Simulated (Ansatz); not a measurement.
# B₂H₂ (triplet): correlated methods under varied settings

What do other methods and options give for B₂H₂ (triplet) at this geometry, and how long do they take?

Computed with Ansatz 0.2.0, Gaussian basis. Level: the settings change from run to run.

11 further runs of the same task are left out: 2 that didn't finish, 9 set aside as unsound or not needed.

**1. The geometry**

The geometry is a PBE0/def2-TZVP stationary point (not a proven minimum).

4 atoms, charge 0, spin multiplicity 3.

Atoms are counted from 1 here; the program's logs count them from 0.

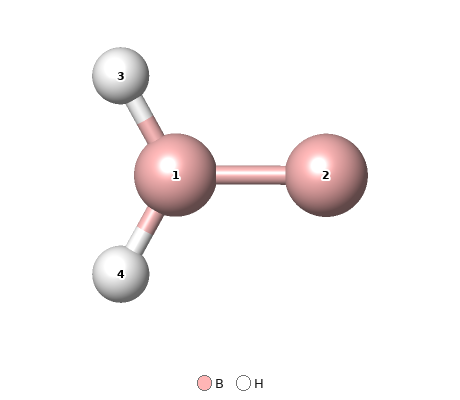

The structure; boron pink, hydrogen white; atoms are numbered from 1 in the order of the file.

**2. CASCI(2,4)/6-31G**

Input file in.yaml:

```yaml
crystal:
  periodic: [false, false, false]
  atoms:
    - {symbol: B, position_ang: [0.000000, 0.000000, 0.675628]}
    - {symbol: B, position_ang: [0.000000, 0.000000, -0.909454]}
    - {symbol: H, position_ang: [0.000000, 1.047868, 1.253990]}
    - {symbol: H, position_ang: [0.000000, -1.047868, 1.253990]}
basis:
  gaussian: {orbitals: 6-31G}
magnetization: {spin_polarized: false, initial_magnetization: 2}
correlation: {active_space: {window: {electrons: 2, orbitals: 4}, fixed_orbitals: true}}
accuracy: high
output: {forces: true}
```

Command:

```sh
$ ansatz run in.yaml --threads 1 --pin off --events-out ev --progress --plain --max-ram 2393MiB
```

Log:

```text
Functional definition: HF
  name "HF"
  cite "Fock, Z. Phys. 61, 126 (1930) doi:10.1007/BF01340294"
  parent pbe
  exchange = exact_x
  correlation = 0
536 factors; integrals over basis functions are off by at most 3.2e-9 eV
mean field evaluation 1: about -1369.0562 eV, gradient 1.1e1 eV
mean field evaluation 2: about -1369.0577 eV, gradient 1.1e1 eV
mean field evaluation 4: about -1370.4682 eV, gradient 2.2e0 eV
mean field evaluation 8: about -1370.6591 eV, gradient 1.6e-1 eV
mean field evaluation 16: about -1370.5349 eV, gradient 1.1e0 eV
mean field -1370.65938319 eV, -50.3708032660 hartree, gradient 2.5e-8 eV, S^2 2.000000; 2 other end points of the search recorded, 0 dependent functions left out
reference -1370.65938319 eV, -50.3708032660 hartree; 7, 5 occupied and 15, 17 virtual orbitals, 536 factors
state -1370.65938319 eV, -50.3708032660 hartree
the calculation of the forces begins
Total energy: -1370.65938319 eV, -50.3708032660 hartree
Atom 0 at     0.000000     0.000000     0.675628 Å, force    -0.000000    -0.000000     0.616043 eV/Å
Atom 1 at     0.000000     0.000000    -0.909454 Å, force     0.000000     0.000000    -0.693971 eV/Å
Atom 2 at     0.000000     1.047868     1.253990 Å, force     0.000000    -0.254229     0.038964 eV/Å
Atom 3 at     0.000000    -1.047868     1.253990 Å, force     0.000000     0.254229     0.038964 eV/Å
Dipole moment:     0.000000    -0.000000    -0.138431 e Å
```

It took 0.54 s on 1 thread of Arm Neoverse N1, shared host.

From the report: 4 determinants; active occupations 1.00, 1.00, 0.00, 0.00. With so small a space the active step adds no correlation: the energy is the mean field's.

**3. HF/6-31G***

Input file in.yaml:

```yaml
crystal:
  periodic: [false, false, false]
  atoms:
    - {symbol: B, position_ang: [0.000000, 0.000000, 0.675628]}
    - {symbol: B, position_ang: [0.000000, 0.000000, -0.909454]}
    - {symbol: H, position_ang: [0.000000, 1.047868, 1.253990]}
    - {symbol: H, position_ang: [0.000000, -1.047868, 1.253990]}
basis:
  gaussian: {orbitals: "6-31G*"}
magnetization: {spin_polarized: true, initial_magnetization: 2}
hamiltonian: {xc: hf}
scf: {lower_state_search: full}
output: {orbitals: {seedname: orbitals}}
```

Launched as before.

Log:

```text
Functional definition: HF
  name "HF"
  cite "Fock, Z. Phys. 61, 126 (1930) doi:10.1007/BF01340294"
  parent pbe
  exchange = exact_x
  correlation = 0
344 factors; integrals over basis functions are off by at most 1.7e-3 eV
mean field evaluation 1: about -1369.3520 eV, gradient 1.1e1 eV
mean field evaluation 2: about -1369.3565 eV, gradient 1.1e1 eV
mean field evaluation 4: about -1370.8016 eV, gradient 2.1e0 eV
mean field evaluation 8: about -1371.0532 eV, gradient 2.0e-1 eV
mean field evaluation 16: about -1370.5506 eV, gradient 1.5e0 eV
mean field evaluation 32: about -1295.2846 eV, gradient 7.8e1 eV
mean field evaluation 64: about -1365.1575 eV, gradient 2.3e0 eV
mean field evaluation 96: about -1364.8259 eV, gradient 2.4e-2 eV
mean field -1371.05444926 eV, -50.3853216764 hartree, gradient 1.8e-5 eV, S^2 2.003303; 5 other end points of the search recorded, 0 dependent functions left out
reference -1371.05444926 eV, -50.3853216764 hartree; 7, 5 occupied and 27, 29 virtual orbitals, 344 factors
Total energy: -1371.05444926 eV, -50.3853216764 hartree
```

Wall time 0.51 s (1 thread of Arm Neoverse N1, shared host).

From the report: ⟨S²⟩ of the determinant 2.003 (pure triplet: 2.00).

**4. CCSD(T) on UHF/6-31G**

in.yaml: that of step 3 with these lines changed.

```diff
@@ -8,6 +8,6 @@
 basis:
-  gaussian: {orbitals: "6-31G*"}
+  gaussian: {orbitals: 6-31G}
 magnetization: {spin_polarized: true, initial_magnetization: 2}
-hamiltonian: {xc: hf}
-scf: {lower_state_search: full}
-output: {orbitals: {seedname: orbitals}}
+correlation: {method: ccsd_t, electrons: outside_noble_gas}
+accuracy: high
+output: {forces: true}
```

Same command.

Log, shortened:

```text
Functional definition: HF
  name "HF"
  cite "Fock, Z. Phys. 61, 126 (1930) doi:10.1007/BF01340294"
  parent pbe
[...]
536 factors; integrals over basis functions are off by at most 3.2e-9 eV
[...]
mean field -1370.67578266 eV, -50.3714059352 hartree, gradient 4.2e-8 eV, S^2 2.002683; 4 other end points of the search recorded, 0 dependent functions left out
determinant -1370.67578266 eV, -50.3714059352 hartree, with singles and doubles -1373.38692332 eV, -50.4710385171 hartree
determinant -1369.19337939 eV, -50.3169286200 hartree, with singles and doubles -1371.55580392 eV, -50.4037461203 hartree
determinant -1367.67300230 eV, -50.2610557925 hartree, with singles and doubles -1370.36454527 eV, -50.3599681722 hartree
2 core orbitals not correlated: weight in the atoms' cores, before any rotation towards them, 1.000 or more for the frozen orbitals, at most 0.000 for the correlated occupied ones
reference -1370.67578266 eV, -50.3714059352 hartree; 5, 3 occupied and 15, 17 virtual orbitals, 536 factors
second order -2.01601038 eV of doubles, -0.00000000 eV of singles
cycle   1  -2.71120971 eV  change   -6.9e-5 eV  update   6.2e-4
[...]
cycle  18  -2.71115435 eV  change  -7.4e-10 eV  update  6.3e-10
perturbative correction -0.07006377 eV, -0.0025747962 hartree
[...]
Total energy: -1373.45700078 eV, -50.4736138162 hartree
Atom 0 at     0.000000     0.000000     0.675628 Å, force    -0.000000    -0.000000     0.570549 eV/Å
Atom 1 at     0.000000     0.000000    -0.909454 Å, force     0.000000     0.000000    -0.931215 eV/Å
Atom 2 at     0.000000     1.047868     1.253990 Å, force    -0.000000     0.187145     0.180333 eV/Å
Atom 3 at     0.000000    -1.047868     1.253990 Å, force     0.000000    -0.187145     0.180333 eV/Å
Dipole moment:     0.000000    -0.000000    -0.154775 e Å
```

Run time: 2 s. Hardware: 1 thread of Arm Neoverse N1, shared host.

From the report: ⟨S²⟩ of the determinant 2.003 (pure triplet: 2.00); correlation -2.7812 eV; T1 0.030; largest double amplitude 0.07.

**5. CCSDT(Q)/B on ROHF/cc-pVDZ**

Input file in.yaml:

```yaml
crystal:
  periodic: [false, false, false]
  atoms:
    - {symbol: B, position_ang: [0.000000, 0.000000, 0.675628]}
    - {symbol: B, position_ang: [0.000000, 0.000000, -0.909454]}
    - {symbol: H, position_ang: [0.000000, 1.047868, 1.253990]}
    - {symbol: H, position_ang: [0.000000, -1.047868, 1.253990]}
basis:
  gaussian: {orbitals: cc-pVDZ}
magnetization: {spin_polarized: false, initial_magnetization: 2}
correlation: {method: ccsdt_q_b, electrons: outside_noble_gas}
```

Same command.

Log, shortened:

```text
Functional definition: HF
  name "HF"
  cite "Fock, Z. Phys. 61, 126 (1930) doi:10.1007/BF01340294"
  parent pbe
[...]
693 factors; integrals over basis functions are off by at most 1.8e-7 eV
[...]
mean field -1371.15662344 eV, -50.3890765082 hartree, gradient 2.2e-6 eV, S^2 2.000000; 4 other end points of the search recorded, 0 dependent functions left out
[...]
determinant -1371.15662344 eV, -50.3890765082 hartree, with singles and doubles -1375.35251909 eV, -50.5432728293 hartree
determinant -1369.70275283 eV, -50.3356477488 hartree, with singles and doubles -1373.59648341 eV, -50.4787397083 hartree
determinant -1367.76594059 eV, -50.2644712117 hartree, with singles and doubles -1372.42712828 eV, -50.4357666999 hartree
2 core orbitals not correlated: weight in the atoms' cores, before any rotation towards them, 1.000 or more for the frozen orbitals, at most 0.000 for the correlated occupied ones
reference -1371.15662344 eV, -50.3890765082 hartree; 5, 3 occupied and 31, 33 virtual orbitals, 693 factors
second order -3.27493269 eV of doubles, -0.03226659 eV of singles
cycle   1  -3.89854815 eV  change   -5.9e-1 eV  update   7.1e-2
[...]
cycle  17  -4.35499388 eV  change    8.6e-7 eV  update   5.8e-7
perturbative correction -0.00577439 eV, -0.0002122049 hartree
Total energy: -1375.51739171 eV, -50.5493317861 hartree
```

Run time: 17 s. Hardware: 1 thread of Arm Neoverse N1, shared host.

From the report: correlation -4.3608 eV; T1 0.039; largest double amplitude 0.07.

**6. The runs in one table**

Where basis and cores are those of an earlier FCI/6-31G run (-1373.4858 eV), and the state is the same kind, the miss against it is given.

```
                     level         correlated  functions  energy (eV)  from FCI (meV)    time
          CASCI(2,4)/6-31G                            22   -1370.6594          2826.4  0.54 s
                 HF/6-31G*                            34   -1371.0544                  0.51 s
      CCSD(T) on UHF/6-31G  outside noble gas         22   -1373.4570            28.8     2 s
CCSDT(Q)/B on ROHF/cc-pVDZ  outside noble gas         38   -1375.5174                    17 s
```

**7. Summary of results**

| quantity | value |
| --- | --- |
| runs | 4 |
| quickest | HF/6-31G*, 0.51 s |
| slowest | CCSDT(Q)/B on ROHF/cc-pVDZ, 17 s |

**Reading.** Total energies in different bases, with other cores or another treatment of relativity can't be set against each other. CCSDT(Q)/B on ROHF/cc-pVDZ took 33 times as long as HF/6-31G*; the jobs differ in more than the method. Hartree-Fock, CASSCF and CASCI lack dynamic correlation by design.
